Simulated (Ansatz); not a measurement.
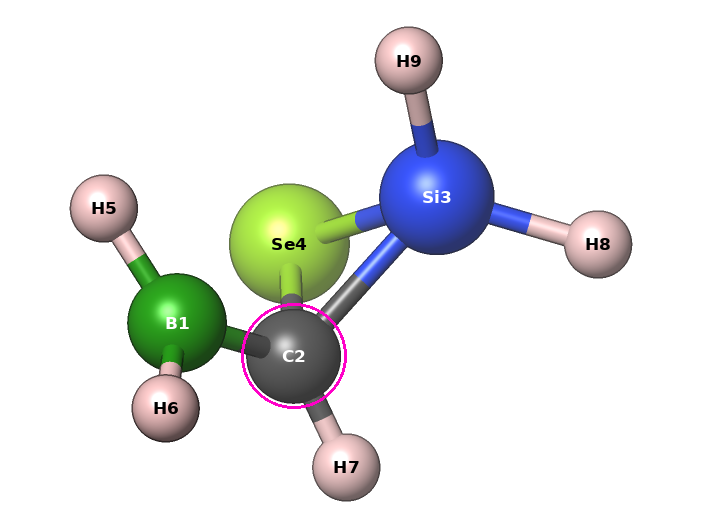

Distant atoms are faded towards the background colour. Circles mark the stereogenic atoms. Computed geometry: PBE0-D4/def2-TZVP optimisation. No frequency run is at hand to confirm it as a minimum.

> Assign CIP descriptors.

C2: R (priorities Se4 > Si3 > B1 > H7).
